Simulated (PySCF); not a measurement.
## C4H3F3N: EPR calculation

The run: EPR calculation of C4H3F3N, multiplicity 2. Method and program: UKS B3LYP, pcH-1 on C F H N, non-relativistic, mean-field spin-orbit, GIAO (PySCF 2.14.0).

It belongs to a series of runs on one base structure; here: H removed from sp3 C.

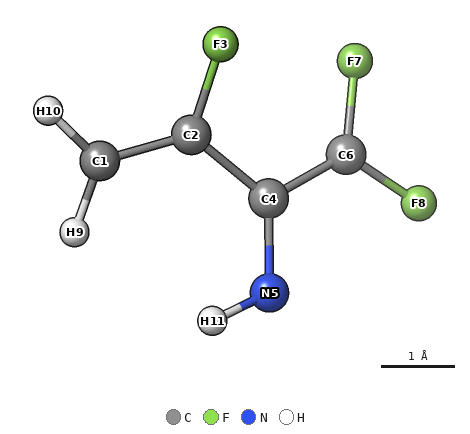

Figure 1. The input geometry (ball-and-stick view, seen at a tilt; atoms are numbered from 1 in the order of the input).

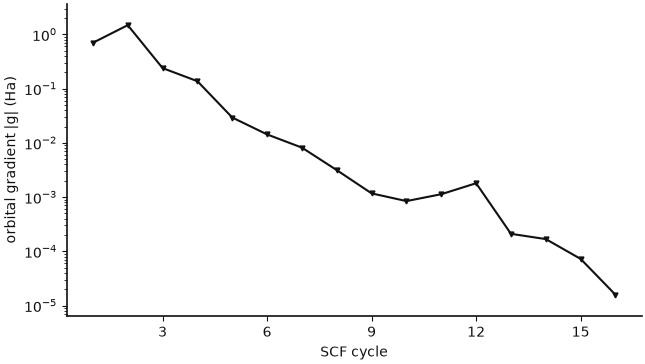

Figure 2. Convergence of the self-consistent field: orbital gradient |g| against the SCF cycle. All cycles printed in the log are drawn one after another.

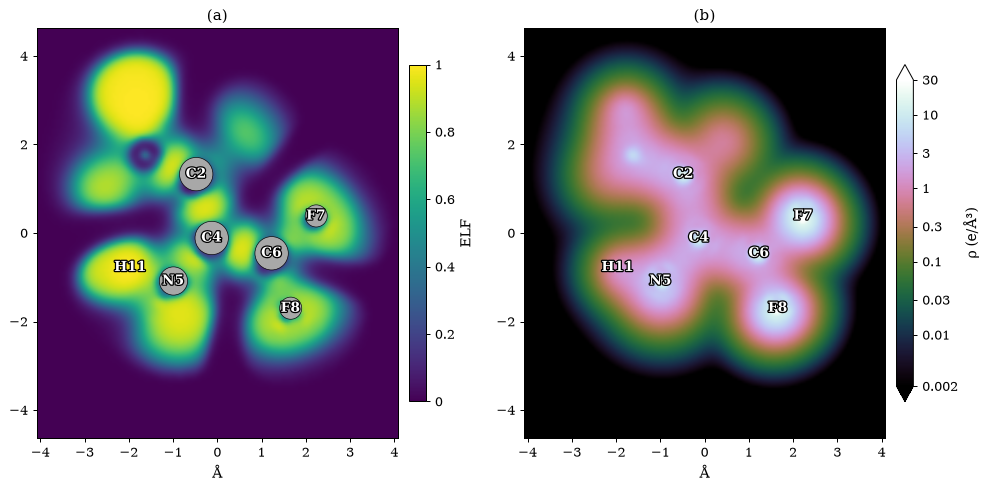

Figure 3. (a) electron localisation function; (b) electron density on the plane of atoms N5, C4 and C6. Grey discs, where drawn, cover atomic cores. C–N (1.30 Å): ρ is about 2.2 e/Å³ halfway; the ELF peaks at about 0.90 between the atoms (a double or triple bond).

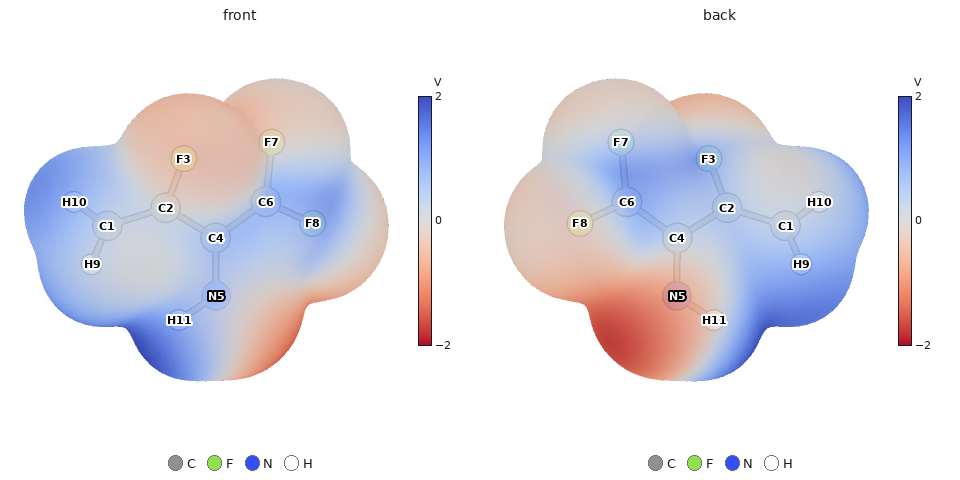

Figure 4. The electrostatic potential painted on the density surface at 0.002 e/bohr³, seen at a tilt and from behind; red is negative and blue positive.

The input and output of the run follow.

## Input
```
{"job": {"kind": "epr", "basis": "pcH-1"}, "charge": 0, "multiplicity": 2}
C      1.734510    -0.296339    -0.861072
C      0.550134    -0.614216    -0.360625
F      0.224877    -1.909170    -0.176379
C     -0.495978     0.355675     0.051850
N     -0.263225     1.574879     0.440097
C     -1.827746    -0.064409     0.021923
F     -2.253733    -1.234405    -0.404033
F     -2.836742     0.700976     0.369264
H      2.007949     0.727432    -1.035280
H      2.444429    -1.057870    -1.126700
H      0.720949     1.820117     0.463183
```

The first line tells a small driver script what to run in PySCF; the rest is the geometry in Å.

Command:
```bash
OMP_NUM_THREADS=1 python <driver script> task.json out
```

## Output
```
UKS, coarse grid
  cycle   1  E = -508.23298940  |g| = 7.00e-01
  cycle   2  E = -507.48217757  |g| = 1.48e+00
  cycle   3  E = -508.40618904  |g| = 2.39e-01
  cycle   4  E = -508.42466223  |g| = 1.37e-01
  cycle   5  E = -508.43227251  |g| = 2.93e-02
  cycle   6  E = -508.43279342  |g| = 1.43e-02
  cycle   7  E = -508.43295084  |g| = 8.16e-03
  cycle   8  E = -508.43299461  |g| = 3.14e-03
  cycle   9  E = -508.43300288  |g| = 1.17e-03
  cycle  10  E = -508.43300609  |g| = 8.43e-04
UKS, final grid
  cycle   1  E = -508.43299110  |g| = 1.13e-03
  cycle   2  E = -508.43299067  |g| = 1.80e-03
  cycle   3  E = -508.43299189  |g| = 2.10e-04
  cycle   4  E = -508.43299197  |g| = 1.68e-04
  cycle   5  E = -508.43299206  |g| = 7.24e-05
  cycle   6  E = -508.43299207  |g| = 1.58e-05
E = -508.43299207 Eh   <S^2> = 0.7745 (exact 0.7500)
g shifts (ppm)      1          2          3
  rmc          -251       -251       -251
  gc             -6         54         49
  oz_so        -136       2490       4245
  total        -393       2292       4043
hyperfine (MHz)  atom isotope    a_iso     a_fc   dipolar eigenvalues
    0   13C      -4.02      -4.02     -5.96      2.56      3.40
    1   13C       2.63       2.63     -2.11     -0.96      3.07
    2   19F       5.32       5.32    -10.78      0.23     10.56
    3   13C     -49.16     -49.16    -20.16      6.96     13.20
    4   14N      18.11      18.11    -25.15    -24.21     49.36
    5   13C      68.11      68.11    -59.50    -58.15    117.65
    6   19F     103.02     103.02   -183.40   -156.66    340.06
    7   19F      94.43      94.43   -169.02   -140.56    309.59
    8    1H       1.61       1.61     -3.13     -1.56      4.69
    9    1H       1.26       1.26     -0.85     -0.46      1.31
   10    1H     -36.86     -36.86    -30.88     -5.11     35.98
```

## Key numbers

| quantity | value |
| --- | --- |
| outcome | converged |
| total energy | −508.432992 hartree |
| ⟨S²⟩ | 0.774 |
| isotropic g | 2.0043 |
| hardware | 1 CPU thread, shared host |
| wall time | 36 s |
| peak memory | 0.88 GiB |
